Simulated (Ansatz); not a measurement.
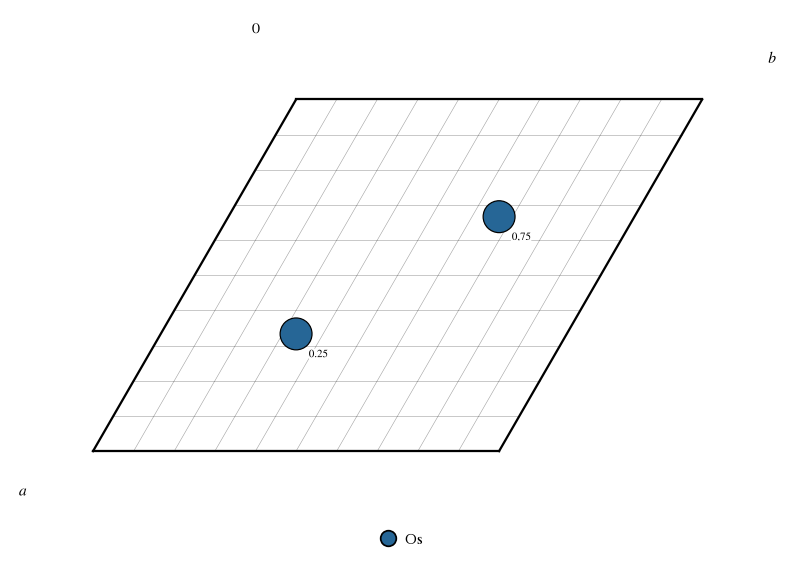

Plan of a unit cell projected along c (a down the page, b across); the numbers are heights as fractions of c, and atoms on the cell's edges are repeated. The grid marks tenths of a and b. Source: coordinates from a relaxation at fixed volume with DFT r2SCAN, scalar-relativistic, plane waves, PAW (Ansatz). Geometry calculated from the standardised cell; symmetry tolerance 0.002 Å.

a = 2.736 Å, b = 2.736 Å, c = 4.324 Å, α = 90.00°, β = 90.00°, γ = 120.00°.

### What does the cell contain?

2 Os: Os, Z = 2.

### Give the fractional coordinates of all atoms, to two places.

```json
{"atom": "Os", "x": "0.33", "y": "0.67", "z": "0.75"}
{"atom": "Os", "x": "0.67", "y": "0.33", "z": "0.25"}
```
